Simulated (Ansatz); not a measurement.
System: C3H8Mg (SMILES C[CH2][Mg][CH3]).

Input file:

```
crystal:
  periodic: [false, false, false]
  atoms:
    - {symbol: C, position_ang: [-1.336742, 1.586455, 0.777560]}
    - {symbol: C, position_ang: [-0.717261, 0.251692, 1.200160]}
    - {symbol: Mg, position_ang: [0.528282, -0.687384, -0.211503]}
    - {symbol: C, position_ang: [1.761859, -1.612621, -1.620881]}
    - {symbol: H, position_ang: [-1.960828, 1.485356, -0.116294]}
    - {symbol: H, position_ang: [-1.975037, 2.023899, 1.555321]}
    - {symbol: H, position_ang: [-0.575102, 2.336836, 0.541978]}
    - {symbol: H, position_ang: [-0.142439, 0.392397, 2.125145]}
    - {symbol: H, position_ang: [-1.515481, -0.451049, 1.473723]}
    - {symbol: H, position_ang: [2.447932, -0.901292, -2.093107]}
    - {symbol: H, position_ang: [1.183961, -2.079926, -2.425453]}
    - {symbol: H, position_ang: [2.377855, -2.399563, -1.172649]}
basis:
  gaussian: {orbitals: def2-TZVPP}
hamiltonian: {xc: pbe0, dispersion: d4}
output: {orbitals: {seedname: orbitals}}
```

Run with:

```sh
ansatz run in.yaml --threads 4 --pin off --events-out ev --progress --plain --max-ram 10444MiB
```

Geometry: PBE0-D4/def2-TZVP.

All numbers below come from RKS PBE0-D4/def2-TZVPP (Ansatz 0.2.0).

Q: What can the converged electron density and electron localisation function tell about the bonding?

A: C–C (1.53 Å): ρ at the midpoint is about 1.6 e/Å³; the ELF peaks at about 0.95 between the atoms, as expected for a covalent bond.
C–Mg (2.09 Å): ρ at the midpoint is about 0.48 e/Å³; the ELF peaks at about 0.95 in the valence shell of C, 0.8 Å from its nucleus, and is about 0.75 at the midpoint.
C–H (1.10 Å): the density is about 2 e/Å³ at the midpoint; the ELF climbs to about 1 towards the hydrogen, as it does in any bond to H (an ordinary covalent bond to hydrogen).

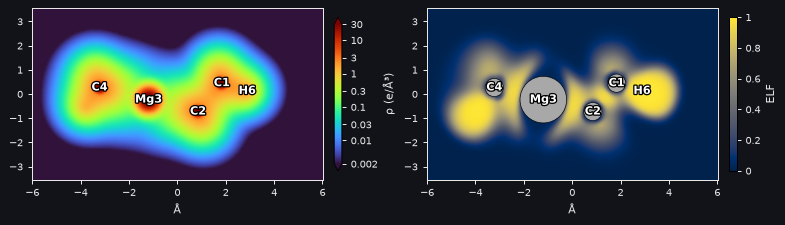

Computed electron density and electron localisation function on the plane of atoms C2, C1 and H6, in this order. Grey discs cover the atomic cores in the ELF map. 
